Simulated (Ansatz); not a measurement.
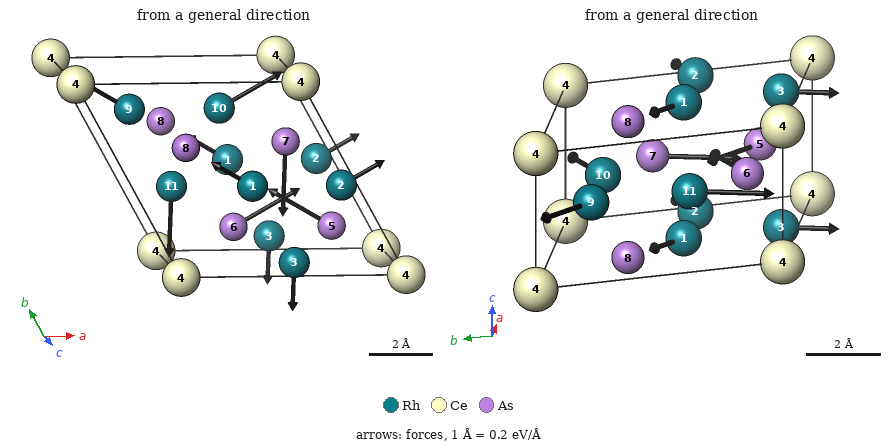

An orthographic spheres-only view of the structure, from two general directions. Atoms at the boundary of the simulation cell (the box) are drawn once for each face, edge or corner they touch. The arrows are the computed forces on the atoms.

System: CeAs4Rh6. All computed values are from Ansatz 0.2.0, DFT, PAW plane waves, r2SCAN. Settings: cutoff 500 eV, k-grid 3×3×5, Fermi-Dirac smearing of 0.1 eV, no spin polarisation (a spin-restricted run, not always the ground state).

Question: Is this an equilibrium geometry?

Answer: No. The atoms still feel forces of up to about 0.41 eV/Å, far above a usual threshold of 0.01 to 0.03 eV/Å.

This is a generated cell, made by putting these elements into a known structure type (the compound may or may not exist in this form), not relaxed. A calculation with Ansatz used it as input.
